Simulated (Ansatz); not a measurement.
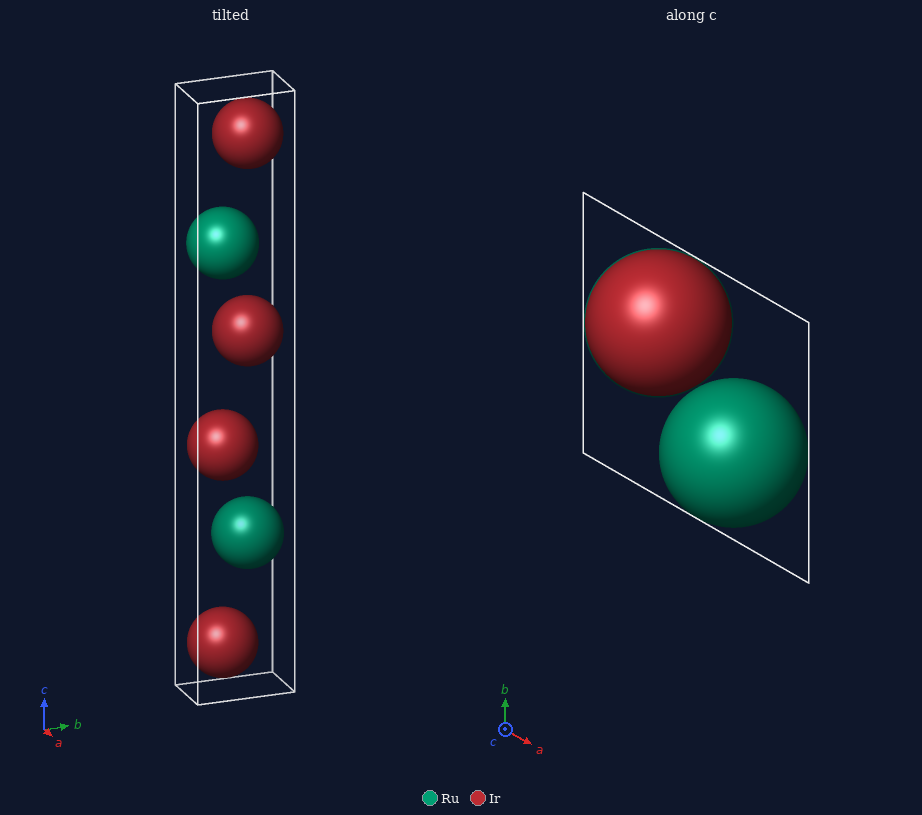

Drawn in the spheres-only manner and seen slightly off an axis and along the c axis. Thin lines show the conventional unit cell, with boundary atoms drawn in all their periodic places.

Ir₂Ru, space group P6_3/mmc (No. 194), a = 2.742 Å, b = 2.742 Å, c = 13.158 Å, α = 90.00°, β = 90.00°, γ = 120.00°. The structure comes from a structure type filled with these elements by a generator (whether the compound takes this form wasn't checked). Earlier steps of the study may have refined or changed the cell and positions. A calculation with Ansatz used it as input.

This one geometry was computed with Ansatz (DFT, plane waves, PAW) at three levels of theory: PBE, PBE with spin-orbit coupling and r2SCAN.

> Which level gives the highest pressure at this volume, and what does that say about its equilibrium volume?

Highest: PBE (0.0 GPa) and PBE with spin-orbit coupling (0.5 GPa), which points to the largest equilibrium volume. Lowest, with the smallest volume: r2SCAN (-7.1 GPa). Levels within 0.5 GPa of each other can't be told apart.

> How does the band gap change with the level of theory?

All levels give a metal.

> Collect the results in a table.

| level | cutoff (eV) | k-mesh of the run's cell | gap (eV) | pressure (GPa) |
| --- | --- | --- | --- | --- |
| PBE | 420 | 18×18×4 | metal | 0.0 |
| PBE with spin-orbit coupling | 420 | 18×18×4 | metal | 0.5 |
| r2SCAN | 500 | 18×18×4 | metal | -7.1 |

Gaps are taken on the k-mesh or band path of each run.
